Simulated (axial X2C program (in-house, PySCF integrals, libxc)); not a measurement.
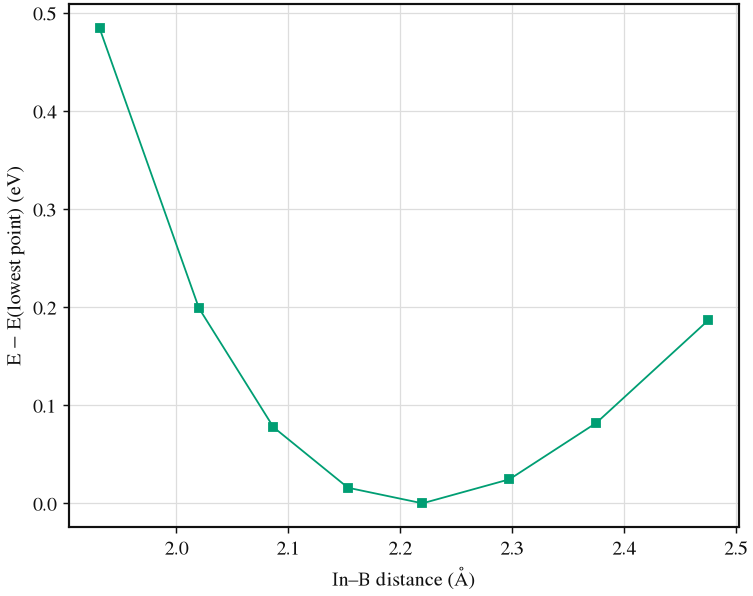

Fig. 1: Energy at 8 bond lengths, for one set of occupations held fixed; the line joins the points. A polynomial of degree 6 through 8 points gives rₑ = 2.214 Å, ωₑ = 464.1 cm⁻¹, ωₑxₑ = 3.6 cm⁻¹ and Bₑ = 0.3423 cm⁻¹. The minimum lies 1.86 eV below In + B, each computed as one determinant at the same level. 2 further points did not converge.

## Relativistic diatomic calculation for InB

- system: InB, single determinant with Ω = 1.
- method: PBE0, two-component X2C with atomic mean-field Coulomb and Gaunt terms, In dyall-cv3z, B dyall-v3z (cores contracted) (axial X2C program (in-house, PySCF integrals, libxc))

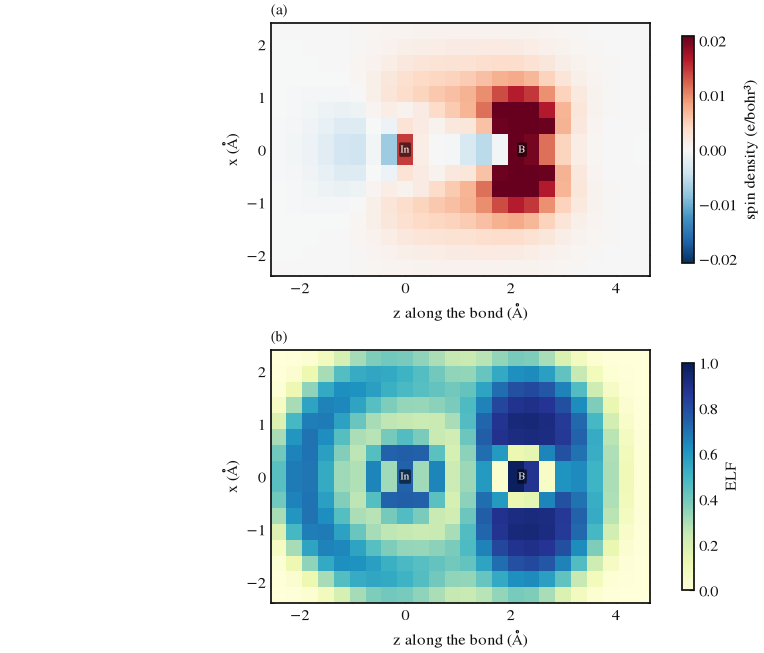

Fig. 2: (a) spin density; (b) electron localisation function, in a plane that holds the axis, at 2.22 Å, on points 0.3 Å apart (one half computed, the other mirrored); the structure near the nuclei is finer than these points.

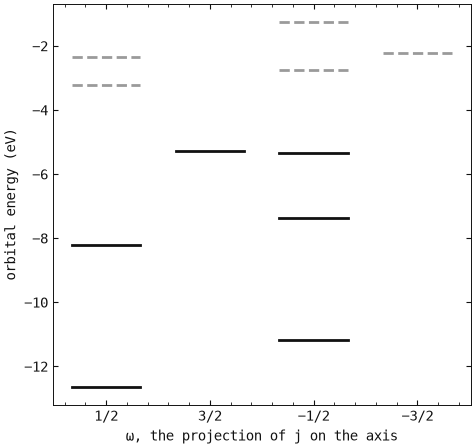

Fig. 3: Orbital energies near the frontier at 2.22 Å, filled (solid) and empty (dashed). The highest filled spinor (3/2; 68 % B p, 27 % In p) lies at −5.29 eV, the lowest empty one (1/2; 51 % B p, 33 % In p) at −3.23 eV.

These pictures come from the run below.

### Input file
```
{"zs": [49, 5], "q": 0, "bas": ["dyall-cv3z", "dyall-v3z"], "levels": ["PBE0", "HF", "B3LYP"], "cc": true, "r0": 2.27, "thr": -1.0, "nmax": 90, "npts": 10, "nst": 2, "ntry": 6}
```

The line is the task of a batch: nuclear charges, charge, bases, the levels to run, a first guess of the distance and further settings. This report covers PBE0 with spin-orbit coupling. The log is that of the reference distance 2.22 Å.

The run was one of a batch that the task file lists, launched with:
```bash
python <driver script> task.json out
```

### Log
```
two-component X2C + atomic mean field  PBE0
basis functions 171  fitting functions 915  grid points 5082
iter        total energy     max residual
   1      -5901.584200491     4.86e+00
   2      -5902.871657369     1.96e-02
   3      -5902.862541547     3.02e-02
   4      -5902.879212476     1.02e-02
   5      -5902.880692664     4.03e-03
   6      -5902.880927715     2.62e-04
   7      -5902.880930049     9.23e-05
   8      -5902.880930479     4.60e-05
   9      -5902.880930687     3.97e-05
  10      -5902.880930874     2.28e-05
  11      -5902.880931112     1.66e-05
  12      -5902.880931252     4.63e-06
  13      -5902.880931259     2.15e-06
  14      -5902.880931259     1.54e-06
converged
one-electron -8235.53034402  Coulomb 2442.31642877  exact exchange -40.57203106  xc functional -124.21832887  nuclear repulsion 58.40018769  atomic mean-field constant -3.27684377
```

### The points of the curve

```csv
R (Å),E (hartree),"dipole (D; origin at the first atom, positive when the second is positive)",highest filled (eV),lowest empty (eV)
1.931,−5902.863131,−1.85,−5.75,−3.15
2.020,−5902.873619,−2.00,−5.60,−3.20
2.087,−5902.878080,−2.13,−5.49,−3.22
2.153,−5902.880347,−2.26,−5.39,−3.23
2.220,−5902.880931,−2.39,−5.29,−3.23
2.298,−5902.880032,−2.54,−5.18,−3.23
2.375,−5902.877917,−2.69,−5.08,−3.21
2.475,−5902.874076,−2.84,−4.96,−3.13
2.597,–,–,−4.82,−3.07
2.775,–,–,−4.67,−3.11
```

### Summary

| quantity | value |
| --- | --- |
| outcome | converged |
| bond length rₑ | 2.214 Å |
| ωₑ | 464.1 cm⁻¹ |
| energy at the minimum | −5902.88094 hartree |
| depth below the fragments | 1.86 eV |
| hardware | 1 thread of Arm Neoverse V1, 24 GiB of memory available, shared host |
| wall time | 19 s |

### Notes

Caveats: some points did not converge.
